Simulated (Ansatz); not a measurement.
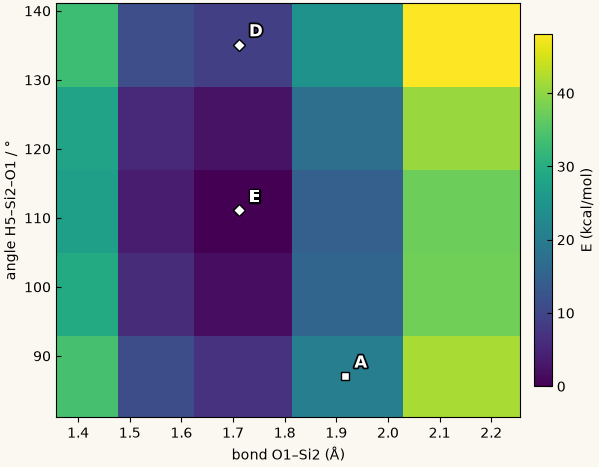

ClFHOSi, SMILES [O][SiH](F)Cl, spin multiplicity 2. 
- Two internal coordinates are moved rigidly from the geometry relaxed at PBE0-D4/def2-TZVP, all others fixed.
- Coordinates scanned: (1) bond O1–Si2; (2) angle H5–Si2–O1.
- The scan uses a 5 × 5 grid.
- Energies: kcal/mol, counted from the lowest grid point.
- Computed with UKS PBE0-D4/def2-TZVPP (Ansatz).

The picture shows one coloured cell a grid point, lettered points.

### Is D the lowest point of the computed grid?

No. D lies 9.0 kcal/mol above the lowest grid point, which is at bond O1–Si2 = 1.712 Å, angle H5–Si2–O1 = 111°.

### Rank the lettered points by energy, lowest first.

E (0.0 kcal/mol), D (9.0 kcal/mol), A (20.3 kcal/mol).
